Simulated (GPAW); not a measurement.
# Screening of a field by C/Pt(100), part 2 of 2

Aim: the dipole that a field along the normal induces in C/Pt(100).

GPAW 26.7.0; GPAW, PAW setups; slab in vacuum, relaxation (the session's first sound run).

So far, upper work function (eV): step 2 (relaxing the atoms) 6.05; step 3 (plane waves, PBE) 6.05.

### 7. Field on

run.py

```python
import json
import numpy as np
from ase import Atoms
from gpaw import GPAW, PW
from gpaw.external import ConstantElectricField

slab = Atoms(
    ['Pt', 'Pt', 'Pt', 'Pt', 'C'],
    positions=[
        [1.38593, 1.38593, 9.00000],
        [0.00000, 0.00000, 10.96000],
        [1.38593, 1.38593, 12.97897],
        [0.00000, 0.00000, 15.15653],
        [1.38593, 1.38593, 16.00771]],
    cell=[[2.77186, 0.0, 0.0], [0.0, 2.77186, 0.0], [0.0, 0.0, 24.68796]],
    pbc=[True, True, False])

slab.calc = GPAW(mode=PW(500), xc='PBE', kpts={'size': (11, 11, 1), 'gamma': True},
                 occupations={'name': 'fermi-dirac', 'width': 0.1}, nbands='160%',
                 convergence={'density': 1e-05}, maxiter=200,
                 poissonsolver={'dipolelayer': 'xy'},
                 external=ConstantElectricField(0.05, [0, 0, 1]),
                 symmetry={'tolerance': 1e-3}, txt='slab.txt')
result = {}
energy = slab.get_potential_energy()
fermi = slab.calc.get_fermi_level()
v = slab.calc.get_electrostatic_potential().mean((0, 1)) - fermi
n = slab.calc.get_pseudo_density().mean((0, 1))
L = slab.cell[2, 2]
z = np.arange(len(v)) * L / len(v)
low, high = slab.positions[:, 2].min(), slab.positions[:, 2].max()
below, above = np.interp([low - 6.8, high + 6.8], z, v)
slopes = [np.interp(x, z, np.gradient(v, z)) for x in (low - 6.8, high + 6.8)]
eps = np.array([[slab.calc.get_eigenvalues(k, s) for k in range(len(slab.calc.get_ibz_k_points()))]
                for s in range(slab.calc.get_number_of_spins())]) - fermi
top, bottom = eps[eps < 0].max(), eps[eps > 0].min()
dipole = slab.get_dipole_moment()[2]
print(f'energy {energy:.4f} eV, Fermi level {fermi:.4f} eV, dipole {dipole:.5f} e A')
print(f'potential 6.8 A off the faces, from the Fermi level: lower {below:.4f} eV, upper {above:.4f} eV')
print(f'slope of the potential there: lower {slopes[0]:.5f}, upper {slopes[1]:.5f} eV/A')
print(f'nearest levels on the mesh: {top:.4f} and {bottom:.4f} eV')
print('magnetic moment', round(slab.get_magnetic_moment(), 3))
result.update(energy=energy, fermi=fermi, dipole=dipole, below=below, above=above, slopes=slopes, edges=[top, bottom],
              z=z.tolist(), v=v.tolist(), n=n.tolist(), positions=slab.positions.tolist(),
              forces=slab.get_forces(apply_constraint=False).tolist(), moments=slab.get_magnetic_moments().tolist())
json.dump(result, open('result.json', 'w'))
```

Command:

```
$ OMP_NUM_THREADS=1 OPENBLAS_NUM_THREADS=1 python run.py
```

Output:

```text
energy -30.4787 eV, Fermi level 0.4394 eV, dipole 0.00427 e A
potential 6.8 A off the faces, from the Fermi level: lower 5.9195 eV, upper 5.8191 eV
slope of the potential there: lower -0.00004, upper -0.00002 eV/A
nearest levels on the mesh: -0.0000 and 0.0057 eV
magnetic moment 0.0
```

Elapsed: 9.8 min, on 1 thread of Arm Neoverse V1, shared host; peak memory 0.55 GiB.

### 8. In a field

run.py, as its differences from that of step 7:

```diff
@@ -21,3 +21,3 @@
                  poissonsolver={'dipolelayer': 'xy'},
-                 external=ConstantElectricField(0.05, [0, 0, 1]),
+                 external=ConstantElectricField(0.1, [0, 0, 1]),
                  symmetry={'tolerance': 1e-3}, txt='slab.txt')
```

Output:

```text
energy -30.4795 eV, Fermi level 0.4350 eV, dipole 0.02448 e A
potential 6.8 A off the faces, from the Fermi level: lower 6.1647 eV, upper 5.5882 eV
slope of the potential there: lower -0.00007, upper -0.00002 eV/A
nearest levels on the mesh: -0.0002 and 0.0056 eV
magnetic moment 0.0
```

Run time: 10 min. Hardware: 1 thread; peak memory 0.55 GiB.

The electrostatic potential energy of an electron (without an applied field's), less the Fermi level, planar mean oscillates, so the rows of the table below give means over windows of 2.5 Å about each position, cut where the curve ends. Its maxima inside the range that stand out by 2 % of the span (Å: eV): 9.9: -2.31, 12.0: -2.00, 14.1: -1.21. Its minima: 9.0: -22.1, 11.0: -22.7, 13.0: -22.7, 15.2: -25.8.

Electrostatic potential energy of an electron (without an applied field's), less the Fermi level, planar mean against z; means over each step:

```tsv
z (Å)	electrostatic potential energy of an electron (without an applied field's), less the Fermi level, planar mean (eV)
0.0	6.12
2.5	6.16
5.0	6.16
7.5	1.78
10.0	-13.5
12.5	-11.2
15.0	-13.7
17.5	3.75
20.0	5.59
22.5	5.59
```

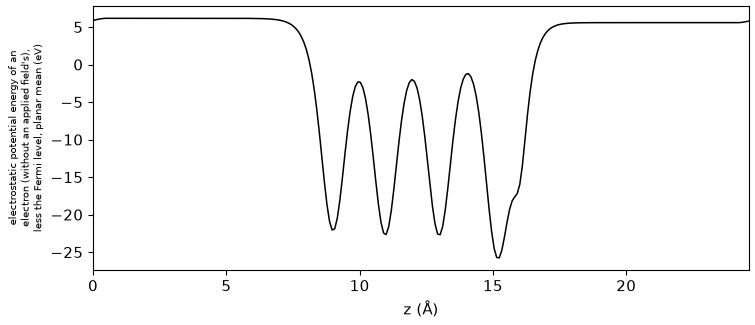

Electrostatic potential energy of an electron (without an applied field's), less the Fermi level, planar mean, plotted against z.

The dipole is now 0.0245 e Å, against -0.016 in the run without a field.

### 9. In a field

run.py, as its differences from that of step 8:

```diff
@@ -21,3 +21,3 @@
                  poissonsolver={'dipolelayer': 'xy'},
-                 external=ConstantElectricField(0.1, [0, 0, 1]),
+                 external=ConstantElectricField(0.2, [0, 0, 1]),
                  symmetry={'tolerance': 1e-3}, txt='slab.txt')
```

Output:

```text
energy -30.4840 eV, Fermi level 0.4261 eV, dipole 0.06485 e A
potential 6.8 A off the faces, from the Fermi level: lower 6.6548 eV, upper 5.1278 eV
slope of the potential there: lower -0.00007, upper -0.00002 eV/A
nearest levels on the mesh: -0.0007 and 0.0051 eV
magnetic moment 0.0
```

It took 12 min on 1 thread; peak memory 0.55 GiB.

The dipole is now 0.0648 e Å, against -0.016 in the run without a field.

### 10. Field on

run.py, as its differences from that of step 9:

```diff
@@ -21,3 +21,3 @@
                  poissonsolver={'dipolelayer': 'xy'},
-                 external=ConstantElectricField(0.2, [0, 0, 1]),
+                 external=ConstantElectricField(0.3, [0, 0, 1]),
                  symmetry={'tolerance': 1e-3}, txt='slab.txt')
```

Output:

```text
energy -30.4925 eV, Fermi level 0.4168 eV, dipole 0.10536 e A
potential 6.8 A off the faces, from the Fermi level: lower 7.1474 eV, upper 4.6662 eV
slope of the potential there: lower -0.00001, upper -0.00002 eV/A
nearest levels on the mesh: -0.0007 and 0.0050 eV
magnetic moment 0.0
```

Elapsed: 11 min, on 1 thread; peak memory 0.55 GiB.

The dipole is now 0.105 e Å, against -0.016 in the run without a field.

### 11. The series

The members are put on one axis.

This step: induced dipole against applied field (GPAW 26.7.0).

Dipole along the normal against field:

```tsv
field (V/Å)	dipole along the normal (e·Å)
-0.200	-0.0966
-0.100	-0.0562
-0.050	-0.0361
0.000	-0.0159
0.050	0.00427
0.100	0.0245
0.200	0.0648
0.300	0.105
```

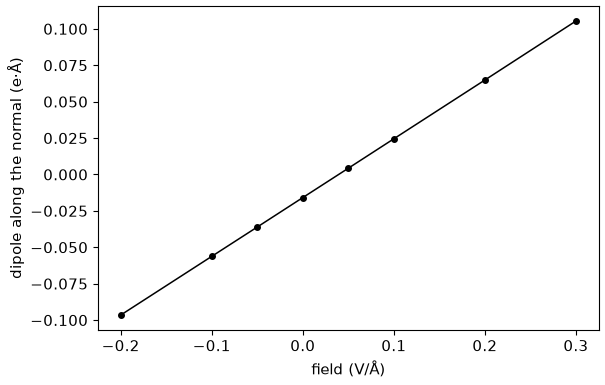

Dipole along the normal against field.

### 12. Outcome

```json
{
 "work function, upper and lower face": "6.050 and 5.675 eV",
 "dipole along the normal": "-0.0159 e Å",
 "induced dipole per field": "0.404 e Å per V/Å",
 "out-of-plane polarisability per area, α/(ε0 A)": "9.51 Å"
}
```

The field induces 0.404 e Å per V/Å, a polarisable thickness α/(ε0 A) of 9.51 Å beside 7.01 Å between the outermost nuclei. A perfect conductor would give the distance between its two image planes; a dielectric of thickness t gives t(1 - 1/ε). The two faces differ by 0.37 eV, the step that the slab's dipole makes (e p/(ε0 A) gives 0.37 eV), so the dipole layer is needed. The induced dipole is linear in the field over this range. The cell of 7.68 Å² holds one C, started on one chosen site; other sites and coverages weren't tried. The in-plane lattice was kept as typed, which isn't the functional's own and leaves some strain; spin-orbit coupling and temperature are left out.

[Logs are printed without paths, hosts, clocks, repeated set-up lines and the standing remarks that a program may print on its own settings, such as how far it seeks lower states.]

[Hosts, paths, dates, database ids (printed as entryN), source tags and the programs' standing remarks are cut or masked in the printed files.]
